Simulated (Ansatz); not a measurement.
**One shape, several levels: triplet GeClF**

Wanted: a comparison of 6 runs (UHF/STO-3G, UB3LYP/def2-TZVP, UBLYP/def2-TZVP, UCAM-B3LYP/def2-TZVP, UPBE0/def2-TZVP, UCCSD(T)/def2-TZVP) of triplet GeClF. 

The results are computed with Ansatz 0.2.0.

33 further runs of the same task are left out: 33 set aside as unsound or not needed.

### Step 1. The system as given

GeClF has 3 atoms, charge 0, and is taken as a triplet. As SMILES of the parent species, `[F][Ge][Cl]`. Geometry: relaxed at PBE0-D4/def2-TZVP. That shape belongs to the parent species and isn't relaxed for this state.

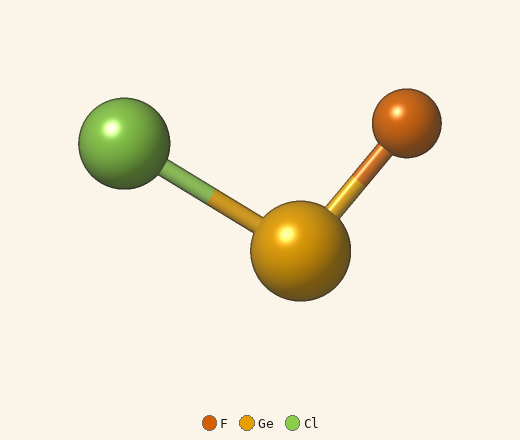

Viewed from a chosen angle; fluorine orange, germanium amber, chlorine green.

### Step 2. The energy at UHF/STO-3G (run 1)

File job.yaml:

```yaml
crystal:
  periodic: [false, false, false]
  atoms:
    - {symbol: F, position_ang: [0.110400, 1.418700, 0.206200]}
    - {symbol: Ge, position_ang: [-0.762800, 0.035600, -0.410300]}
    - {symbol: Cl, position_ang: [0.641600, -1.519100, 0.191000]}
basis:
  gaussian:
    orbitals: STO-3G
output:
  orbitals: {seedname: orbitals}
magnetization:
  spin_polarized: true
  initial_magnetization: 2
hamiltonian:
  xc: hf
accuracy: high
total_charge: 0
```

On the command line:

```
$ ansatz run job.yaml --threads 1 --pin off --max-ram 3480MiB --events-out events.jsonl --progress --plain --runs-dir runs
```

What it wrote:

```text
Warning: RAYON_NUM_THREADS=1 ignored (pool sized by the plan → 1); use --threads N
Functional definition: HF
  name "HF"
  exchange = exact_x
  correlation = 0
498 factors; integrals over basis functions are off by at most 3.1e-8 eV
mean field evaluation 1: about -70865.9073 eV, gradient 1.1e1 eV
mean field evaluation 2: about -70865.9851 eV, gradient 1.1e1 eV
mean field evaluation 4: about -70867.5279 eV, gradient 1.4e0 eV
mean field evaluation 8: about -70867.5838 eV, gradient 1.1e-3 eV
mean field evaluation 16: about -70865.4114 eV, gradient 3.2e0 eV
mean field -70867.58228930 eV, -2604.3356133593 hartree, gradient 1.2e-8 eV, S^2 2.010199; 1 other end points of the search recorded, 0 dependent functions left out
reference -70867.58228930 eV, -2604.3356133593 hartree; 30, 28 occupied and 2, 4 virtual orbitals, 498 factors
Total energy: -70867.58228930 eV, -2604.3356133593 hartree
```

It took 0.44 s on 1 thread of Arm Neoverse V2, shared host.

### Step 3. A single-point energy at UB3LYP/def2-TZVP (run 2)

File in.yaml:

```yaml
crystal:
  periodic: [false, false, false]
  atoms:
    - {symbol: F, position_ang: [0.110400, 1.418700, 0.206200]}
    - {symbol: Ge, position_ang: [-0.762800, 0.035600, -0.410300]}
    - {symbol: Cl, position_ang: [0.641600, -1.519100, 0.191000]}
basis:
  gaussian:
    orbitals: def2-TZVP
magnetization:
  spin_polarized: true
  initial_magnetization: 2
hamiltonian:
  xc: {name: B3LYP}
accuracy: high
output: {orbitals: {seedname: orbitals}}
```

On the command line:

```
$ ansatz run in.yaml --threads 1 --pin off --max-ram 3480MiB --events-out events.jsonl --progress --plain --runs-dir runs
```

What it wrote:

```text
Warning: RAYON_NUM_THREADS=1 ignored (pool sized by the plan → 1); use --threads N
Functional definition: B3LYP
  name "B3LYP"
  parameter a0 = 0.2
  parameter ax = 0.72
  parameter ac = 0.81
  exchange = (1 - a0 - ax)*slater_x + ax*b88_x + a0*exact_x
  correlation = (1 - ac)*vwn_rpa_c + ac*lyp_c
1709 factors; integrals over basis functions are off by at most 4.6e-9 eV
mean field evaluation 1: about -71757.5136 eV, gradient 2.9e1 eV
mean field evaluation 2: about -71738.1856 eV, gradient 8.0e1 eV
mean field evaluation 4: about -71759.8751 eV, gradient 4.8e0 eV
mean field evaluation 8: about -71760.0230 eV, gradient 3.1e-1 eV
mean field evaluation 16: about -71760.0239 eV, gradient 9.2e-4 eV
mean field evaluation 32: about -71760.0239 eV, gradient 1.4e-8 eV
mean field -71760.02385028 eV, -2637.1322358068 hartree, gradient 1.4e-8 eV, S^2 2.003791; 0 other end points of the search recorded, 0 dependent functions left out
reference -71760.02387959 eV, -2637.1322368836 hartree; 30, 28 occupied and 86, 88 virtual orbitals, 1709 factors
Total energy: -71760.02387959 eV, -2637.1322368836 hartree
```

Wall time 14 s (1 thread of Arm Neoverse V2, shared host); peak memory 0.47 GiB.

Run 3 isn't shown in full; the table further down has it.

### Step 4. A single-point energy at UCAM-B3LYP/def2-TZVP (run 4)

File input.yaml:

```yaml
basis:
  gaussian: {orbitals: def2-TZVP}
crystal:
  periodic: [false, false, false]
  atoms:
    - symbol: F
      position_ang: [0.110400, 1.418700, 0.206200]
    - symbol: Ge
      position_ang: [-0.762800, 0.035600, -0.410300]
    - symbol: Cl
      position_ang: [0.641600, -1.519100, 0.191000]
accuracy: high
hamiltonian: {xc: {name: CAM-B3LYP}}
output: {orbitals: {seedname: orbitals}}
magnetization: {spin_polarized: true, initial_magnetization: 2}
```

On the command line:

```
$ ansatz run input.yaml --threads 1 --pin off --max-ram 3480MiB --events-out events.jsonl --progress --plain --runs-dir runs
```

What it wrote, cut to the lines that bear on the results:

```text
Warning: RAYON_NUM_THREADS=1 ignored (pool sized by the plan → 1); use --threads N
Functional definition: CAM-B3LYP
  name "CAM-B3LYP"
[...]
1709 factors; integrals over basis functions are off by at most 4.6e-9 eV
323 factors; integrals over basis functions are off by at most 1.6e-9 eV
[...]
mean field -71761.43724710 eV, -2637.1841771816 hartree, gradient 6.8e-8 eV, S^2 2.005964; 0 other end points of the search recorded, 0 dependent functions left out
reference -71761.43726129 eV, -2637.1841777032 hartree; 30, 28 occupied and 86, 88 virtual orbitals, 1709 factors
Total energy: -71761.43726129 eV, -2637.1841777032 hartree
```

Wall time 16 s (1 thread of Arm Neoverse V2, shared host); peak memory 0.54 GiB.

Run 5 isn't shown in full; the table further down has it.

### Step 5. A single-point energy at UCCSD(T)/def2-TZVP (run 6)

File in.yaml:

```yaml
crystal:
  periodic: [false, false, false]
  atoms:
    - {symbol: F, position_ang: [0.110400, 1.418700, 0.206200]}
    - {symbol: Ge, position_ang: [-0.762800, 0.035600, -0.410300]}
    - {symbol: Cl, position_ang: [0.641600, -1.519100, 0.191000]}
basis:
  gaussian: {orbitals: def2-TZVP}
magnetization: {spin_polarized: true, initial_magnetization: 2}
accuracy: high
scf: {omitted_lower_state_checks: [cluster_reference, increment]}
correlation: {method: ccsd_t, frozen_orbitals: {Cl: 5, F: 1, Ge: 9}}
```

On the command line:

```
$ ansatz run in.yaml --threads 1 --pin off --max-ram 3480MiB --events-out events.jsonl --progress --plain --runs-dir runs
```

What it wrote, cut to the lines that bear on the results:

```text
Warning: RAYON_NUM_THREADS=1 ignored (pool sized by the plan → 1); use --threads N
Functional definition: HF
  name "HF"
[...]
1709 factors; integrals over basis functions are off by at most 4.6e-9 eV
[...]
mean field -71684.54363539 eV, -2634.3583890719 hartree, gradient 3.0e-8 eV, S^2 2.010496; 3 other end points of the search recorded, 0 dependent functions left out
15 core orbitals not correlated: weight in the atoms' cores, before any rotation towards them, 1.000 or more for the frozen orbitals, at most 0.000 for the correlated occupied ones
reference -71684.54363539 eV, -2634.3583890719 hartree; 15, 13 occupied and 86, 88 virtual orbitals, 1709 factors
second order -17.25868182 eV of doubles, -0.00000000 eV of singles
cycle   1  -17.10799437 eV  change    1.5e-1 eV  update   1.0e-1
[...]
cycle  27  -17.66022274 eV  change  -7.5e-10 eV  update   1.9e-9
perturbative correction -0.66936199 eV, -0.0245985996 hartree
Total energy: -71702.87322012 eV, -2635.0319888864 hartree
Checks for a lower state left out: cluster_reference, increment
```

Run time: 75 s. Hardware: 1 thread of Arm Neoverse V2, shared host; peak memory 1.3 GiB.

### Step 6. The series

```
run                 level  frozen core orbitals   energy (Eh)  HOMO energy (eV)   ⟨S²⟩  wall time
  1            UHF/STO-3G                     –  -2604.335613             -5.65  2.010     0.44 s
  2      UB3LYP/def2-TZVP                     –  -2637.132237             -5.08  2.004       14 s
  3       UBLYP/def2-TZVP                     –  -2637.129678             -3.94  2.002       15 s
  4  UCAM-B3LYP/def2-TZVP                     –  -2637.184178             -6.60  2.006       16 s
  5       UPBE0/def2-TZVP                     –  -2636.566843             -5.45  2.004       15 s
  6    UCCSD(T)/def2-TZVP                    15  -2635.031989                 –  2.010       75 s
```

### Step 7. What came out

| quantity | value |
| --- | --- |
| run 6: total energy | -2635.03199 Eh |
| run 6: correlation energy (15 core orbitals frozen) | -673.6 mEh |
| run 6: (T) correction | -24.60 mEh |
| run 6: ⟨S²⟩ of the reference determinant | 2.010 |
| run 6: T1 diagnostic | 0.017 |

Totals of different functionals can't be ranked against each other. In run 1 the basis is minimal, so the values are rough. All runs together took 2.2 min, the longest 75 s.
